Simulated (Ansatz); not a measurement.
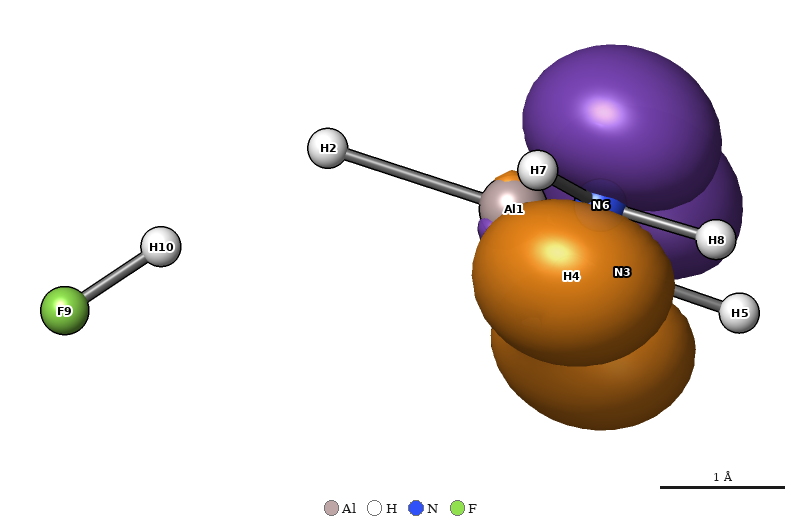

*AlH₅N₂···HF. The HOMO−1 at ±0.15 Å⁻³ᐟ² (orange and purple are the two phases), seen from one side.*

Method: RKS PBE0-D4/def2-mTZVP (Ansatz).

```
atom    x (Å)    y (Å)    z (Å)
  Al   0.0188  -0.0288  -0.3599
   H   0.0508   0.1126   1.2254
   N   1.5597  -0.1535  -1.2120
   H   2.4584  -0.1121  -0.7547
   H   1.6851  -0.2503  -2.2085
   N  -1.5555  -0.0845  -1.1564
   H  -2.4346  -0.0008  -0.6677
   H  -1.7205  -0.1747  -2.1478
   F   0.0317   2.1930   2.6304
   H   0.0432   1.3972   2.1333
```

Where does this orbital lie, and at what energy?

Its weight (Hirshfeld) is mainly on N3 (about 35 %), N6 (about 35 %) and Al1 (about 20 %). Its energy is −7.99 eV.
